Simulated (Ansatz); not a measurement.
**Cl₂F₂Ti···PH₃: density, localisation and related maps**

Input file:

```
crystal:
  periodic: [false, false, false]
  atoms:
    - { symbol: Ti, position_ang: [-0.113376, -0.064969, 0.073866] }
    - { symbol: Cl, position_ang: [-0.31122, -0.435954, 2.350667] }
    - { symbol: F, position_ang: [1.517567, 0.064169, -0.450817] }
    - { symbol: Cl, position_ang: [-1.348168, 1.546729, -0.685007] }
    - { symbol: F, position_ang: [-0.719959, -1.482355, -0.671782] }
    - { symbol: P, position_ang: [1.370297, 3.002141, 1.316189] }
    - { symbol: H, position_ang: [2.585157, 2.309151, 1.607057] }
    - { symbol: H, position_ang: [1.39962, 2.644085, -0.064007] }
    - { symbol: H, position_ang: [0.559181, 1.900403, 1.713335] }
basis:
  gaussian: { orbitals: def2-SVP }
hamiltonian:
  xc: pbe0
  dispersion: d4
relax:
  f_tol: 0.03
  max_steps: 50
output:
  orbitals: {}
```

Launched as:

```sh
ansatz run input.yaml --threads 4 --pin off --max-ram 5120MiB --backend cpu --events-out ev --progress --plain --runs-dir out
```

The fields are those of the run's last geometry, not of the input's.

These are results of RKS PBE0-D4/def2-SVP in Ansatz 0.2.0, not measurements.

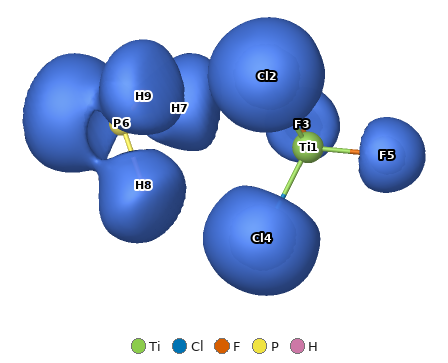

Figure 1. Isosurface of the ELF at 0.75 (blue), seen at a tilt. Only the valence region is drawn (cores and ρ < 0.01 e/Å³ removed).

**Describe the localisation domains.**

The surface consists of two regions wrapped around Cl (the valence shell of each), two regions wrapped around F (the valence shell of each) and one joined region spread over several atoms (H, P), in which their bonds and any lone pairs are merged. Profiles from the grid: Ti1···P6 (4.26 Å): the ELF dips to about 0 between them (a weak contact between the two molecules). Ti–F (1.72 Å): the ELF peaks at about 0.80 in the valence shell of F, 0.5 Å from its nucleus, and drops to about 0.25 between the two atoms.

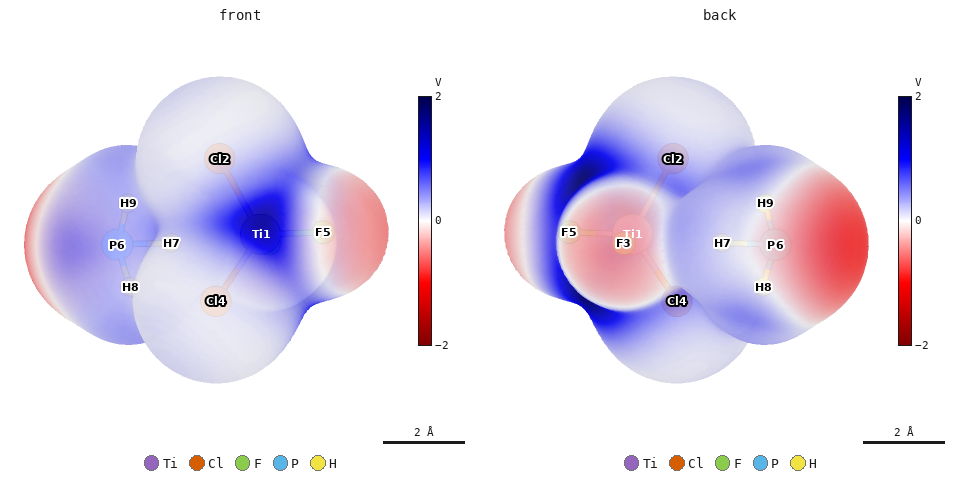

Figure 2. The molecular electrostatic potential painted on the density surface at 0.001 e/bohr³, seen from the front and from behind; red is negative and blue positive.

**Describe the electrostatic potential map.**

The most negative region (about −0.8 V, or −18 kcal/mol for a unit charge) lies over P6, the most positive (about +1.7 V, or +39 kcal/mol for a unit charge) over Ti1.

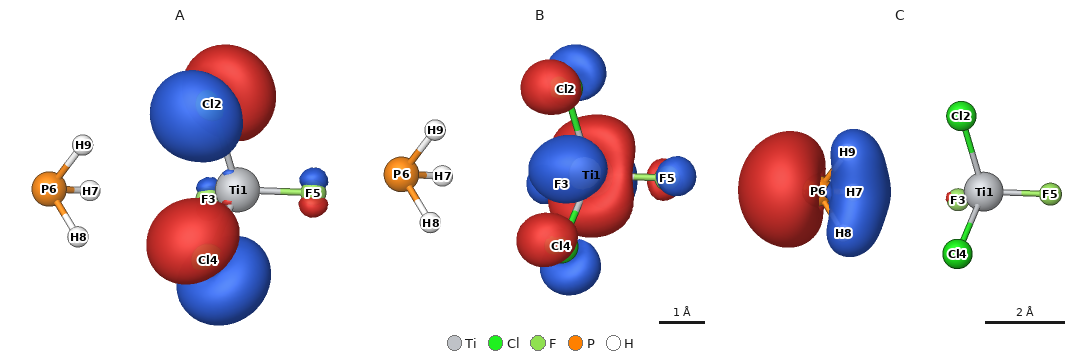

Figure 3. Three frontier orbitals at ±0.1 Å⁻³ᐟ² (blue and red are the two phases), in no order.

**Order the three orbitals by energy and name them.**

A is the HOMO−1 (−9.85 eV). By Hirshfeld shares it lies mainly on Cl2 (about 45 %) and Cl4 (about 45 %); largely a combination of lone pairs on Cl2 and Cl4. C is the HOMO (−7.80 eV). It lies mainly on P6 (about 80 %); largely a lone pair of P6. B is the LUMO (−3.69 eV). It lies mainly on Ti1 (about 75 %), Cl2 (about 10 %) and Cl4 (about 10 %).

**What is the HOMO–LUMO gap?**

4.11 eV between the orbital energies.
